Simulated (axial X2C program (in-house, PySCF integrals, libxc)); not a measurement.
Relativistic diatomic calculation for TaO

- system: TaO. The reference is closed-shell TaO⁻; the roots are the vertical energies to take an electron from it, which leaves states of TaO. The distance is the PBE0 minimum at charge −1.
- method: EOM-IP-CCSD, two-component X2C with atomic mean-field Coulomb and Gaunt terms, Ta dyall-acv3z, O dyall-av3z (cores contracted) (axial X2C program (in-house, PySCF integrals, libxc))

## Log
```
two-component X2C + atomic mean field  HF
basis functions 248  fitting functions 1240  grid points 5074
iter        total energy     max residual
   1     -15673.369322436     7.12e-01
   2     -15673.421760754     2.44e-02
   3     -15673.424173807     2.60e-02
   4     -15673.428334164     3.09e-03
   5     -15673.428846581     2.35e-03
   6     -15673.429066229     7.66e-04
   7     -15673.429137022     4.70e-04
   8     -15673.429168373     3.11e-04
   9     -15673.429183095     2.76e-04
  10     -15673.429195740     2.22e-04
  11     -15673.429206332     1.47e-04
  12     -15673.429212782     6.23e-05
  13     -15673.429214056     1.30e-05
  14     -15673.429214144     4.88e-06
  15     -15673.429214155     2.09e-06
  16     -15673.429214157     1.05e-06
converged
one-electron -21880.60119153  Coulomb 6364.84256324  exact exchange -323.99321819  xc functional 0.00000000  nuclear repulsion 179.67412278  atomic mean-field constant -13.35149046
correlated 20  virtual 332  natural virtual 82  E(MP2) -0.664911033  MP2 remainder -0.101280288
iter   CCSD correlation   residual
   1     -0.517483078   2.85e-01
   2     -0.543634515   1.82e-01
   3     -0.552309963   6.91e-02
   4     -0.553154489   3.36e-02
   5     -0.553481488   1.78e-02
   6     -0.553736571   1.07e-02
   7     -0.553799143   6.62e-03
   8     -0.553854332   3.51e-03
   9     -0.553904076   1.84e-03
  10     -0.553870298   9.81e-04
  11     -0.553895990   5.79e-04
  12     -0.553883811   4.13e-04
  13     -0.553890581   3.13e-04
  14     -0.553884900   2.45e-04
  15     -0.553884365   1.82e-04
  16     -0.553884217   1.11e-04
  17     -0.553884427   6.72e-05
  18     -0.553884757   4.42e-05
  19     -0.553884880   3.06e-05
  20     -0.553884494   2.00e-05
  21     -0.553884651   1.25e-05
  22     -0.553884124   8.61e-06
  23     -0.553884194   5.81e-06
  24     -0.553884108   4.12e-06
  25     -0.553884102   3.22e-06
(T) -0.03092706746011227  T1 0.0455  D1 0.1008  max T2 0.158
EOM-IP-CCSD roots
2*Omega      energy/Eh   energy/eV  one-particle weight
    1       0.07574357      2.0611      0.931
    1       0.17773884      4.8365      0.035
    1       0.18653994      5.0760      0.017
    1       0.20797820      5.6594      0.003
    3       0.04903115      1.3342      0.901
    3       0.15144110      4.1209      0.000
    3       0.17268316      4.6989      0.001
    5       0.18548314      5.0473      0.000
```

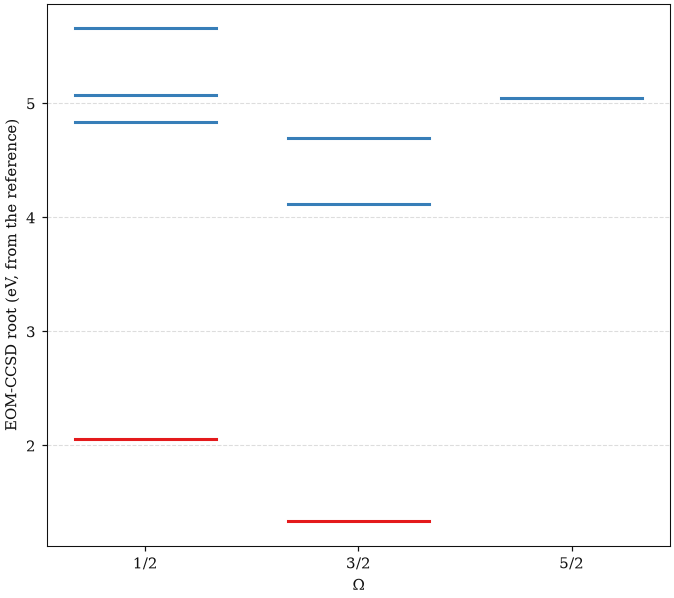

Fig. 1: EOM-CCSD roots by Ω at 1.72 Å; roots whose one-particle weight is under 0.8 have the second colour. The lowest has Ω = 3/2 and lies at 1.334 eV, with one-particle weight 0.90. 6 of the 8 roots are less well described at this level.

## The input
```
{"zs": [73, 8], "q": 0, "bas": ["dyall-acv3z", "dyall-av3z"], "r0": 1.83, "eom": "ip", "rq": -1, "thr": -2.0, "nmax": 95, "grid": [1, 0.96, 1.045, 0.92, 1.09, 1.15]}
```

The line is the task of a batch: nuclear charges, charge, bases, a first guess of the distance and further settings. This report covers the levels named above. The log is that of the reference distance 1.72 Å.

The run was one of a batch that the task file lists, launched with:
```bash
python <driver script> task.json out
```

## Summary

```tsv
quantity	value
outcome	converged
HF energy of the reference TaO⁻	−15673.42921 hartree
MP2 energy of the reference TaO⁻	−15674.09413 hartree
CCSD energy of the reference TaO⁻ (with the MP2 share of the virtual spinors left out of the coupled-cluster step)	−15674.08438 hartree
CCSD(T) energy of the reference TaO⁻	−15674.11531 hartree
T1 diagnostic (spinor form; for a closed shell √2 times the usual value)	0.045
hardware	1 thread of Arm Neoverse V1, 24 GiB of memory available, shared host
wall time	31 s
peak memory	1.2 GiB
```
